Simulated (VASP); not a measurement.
Band structure of MgSe (rock salt). Calculation: LDA (Ceperley-Alder, Perdew-Zunger) with spin-orbit coupling, VASP's LDA PAW potentials (set 64) (plane waves; VASP).

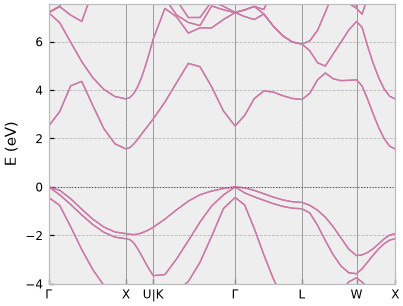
Bands along high-symmetry lines, zero at the valence-band maximum or, without a gap, the Fermi level

**Question.** Read the plot: is there a gap, and where are the band edges?

**Answer.** The gap is indirect, 1.57 eV, from the valence maximum at Γ to the conduction minimum at X.

The compound is MgSe in the rock salt structure. It was relaxed first.
